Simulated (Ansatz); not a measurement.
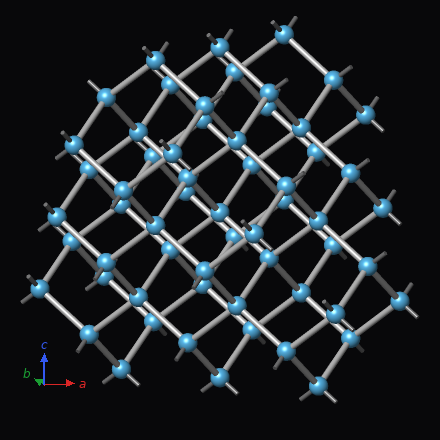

The picture shows a finite piece of the underlying net of a crystal structure, nodes on the atoms' positions. Nodes are coloured by topological kind. Short stubs are edges that leave the cut-out.

Q: Classify the net: periodicity, connectivity, name.

A: A uninodal 4-connected, three-periodic net. It is the dia net, known from diamond, zinc blende and cristobalite.

Q: Give point symbol and coordination sequence.

A: 6^6, sequence 4, 12, 24, 42.

Where the net comes from. System GaN (space group F-43m, No. 216); source of the atomic positions: the input geometry of an electronic-structure calculation (not necessarily at equilibrium); the starting structure was generated, so it need not be a known form of this composition. Bonds are taken as Ga–N below 2.2 Å; no other contact counts. Atoms with one bond or none are removed and atoms with two bonds are replaced by edges, until no such atom is left. Ga and N are 4-connected nodes.
